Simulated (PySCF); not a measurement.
System: C4H8FNSi2.

Input file:

```
{"job": {"kind": "uv", "xc": "CAM-B3LYP", "basis": "def2-SVPD", "nstates": 8, "ntriplets": 3}, "charge": 0, "multiplicity": 1}
C      1.357118     2.505159     1.227728
C      0.984880     1.425937     0.855327
Si     0.425620    -0.239055     0.286181
F     -0.123646    -1.017406     1.608395
C     -0.964570    -0.211757    -0.989514
Si    -2.588866     0.543983    -0.354441
N      1.825328    -0.959479    -0.413053
C      2.511039    -1.966466    -0.143987
H      1.682273     3.450945     1.554178
H     -0.622865     0.346316    -1.859645
H     -1.159397    -1.227224    -1.335590
H     -2.335401     1.896872     0.144944
H     -3.153810    -0.287303     0.708450
H     -3.532098     0.600781    -1.477148
H      2.318076    -2.646987     0.690103
H      3.368721    -2.205371    -0.768572
```

Command:

```sh
OMP_NUM_THREADS=1 python probes_run.py task.json out
```

Geometry: GFN2-xTB.

Computed with CAM-B3LYP/def2-SVPD, SCF density, gas phase (PySCF 2.14.0).

**What can the converged electron density and electron localisation function tell about the bonding?**

C–C (1.20 Å): ρ is about 2.8 e/Å³ halfway; the ELF peaks at about 0.85 between the atoms; a multiple bond.
C–Si (1.85 Å): ρ at the midpoint is about 0.97 e/Å³; the ELF peaks at about 1 between the atoms (a shared electron pair).
C–H (1.05 Å): ρ at the midpoint is about 2.1 e/Å³; the ELF climbs to about 1 towards the hydrogen, as it does in any bond to H (a covalent bond by its length).

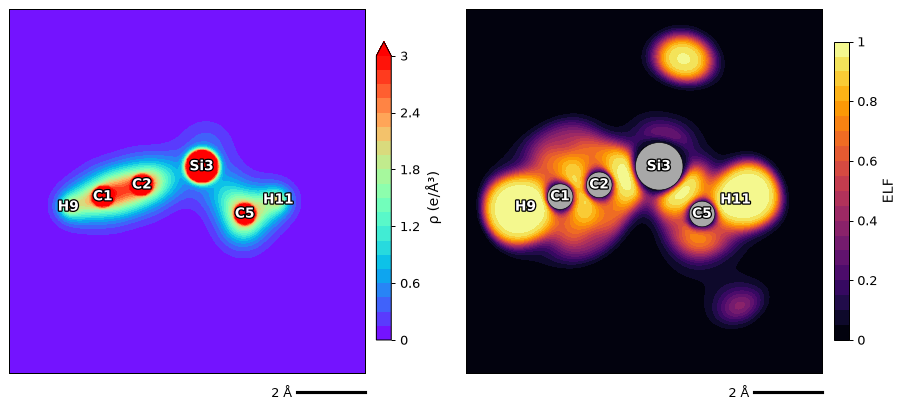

Computed electron density and electron localisation function on the plane of atoms C2, Si3 and C5, in this order. Grey discs cover the atomic cores in the ELF map. 
